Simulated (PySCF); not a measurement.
Consider C₅H₆F₄O.

```csv
atom,x (Å),y (Å),z (Å)
F,-2.8800,-1.2992,0.9326
C,-2.0285,-0.2034,1.0753
O,-2.4225,0.7370,0.1573
C,-1.5128,0.3340,-0.8697
C,-0.7964,-0.5475,0.2214
C,0.5463,-0.0992,0.7745
C,1.7126,-0.1382,-0.1473
F,1.5857,0.6104,-1.2268
F,2.7933,0.2149,0.4937
F,1.9213,-1.4204,-0.5290
H,-2.0618,0.0865,2.0857
H,-0.9314,1.2136,-1.2492
H,-1.9489,-0.1299,-1.6847
H,-0.6087,-1.5761,-0.0036
H,0.8490,-0.8587,1.5539
H,0.4189,0.9218,1.2031
```

Geometry: GFN2-xTB, MD frame at 250 fs, 300 K.

Level of theory: PySCF, PBE0/pcSseg-1, SCF density, gas phase, non-relativistic.

Q: What can the converged electron density and electron localisation function tell about the bonding?

A: C–F (1.31 Å): the density is about 2.6 e/Å³ at the midpoint; the ELF peaks at about 0.85 between the atoms: a polar covalent bond.
C–O (1.37 Å): ρ at the midpoint is about 2.3 e/Å³, with its minimum of 2.1 e/Å³ about 0.5 Å from C; the ELF peaks at about 0.90 between the atoms, as expected for a polar covalent bond.
C–C (1.49 Å): ρ at the midpoint is about 1.9 e/Å³; the ELF peaks at about 1 between the atoms (a shared electron pair).

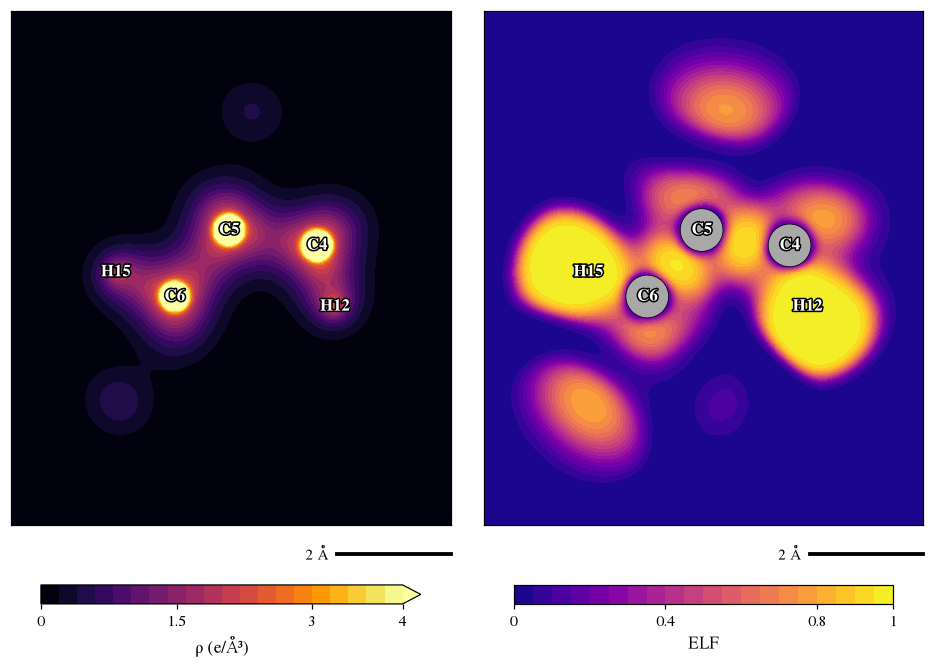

Computed electron density and electron localisation function on the plane of atoms C5, C4 and H12, in this order. Grey discs cover the atomic cores in the ELF map. 
